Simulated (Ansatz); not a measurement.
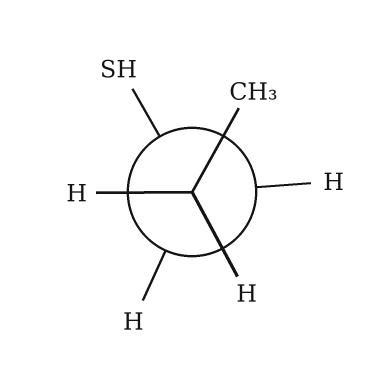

A Newman projection along the Ge–C bond, germanium in front; angles are drawn as computed, but eclipsed bonds slightly apart. The geometry was computed by an optimisation with PBE-D4/def2-SVP. No frequency run is at hand to confirm it as a minimum.

> Which molecule is it?

C2H8GeS, [CH3][GeH2][CH2]S

> What is the torsion angle from the front CH3 to the back SH? The sign is positive where the front bond must turn clockwise to cover the back bond.

−59°, synclinal (gauche). The conformation about this bond is staggered.
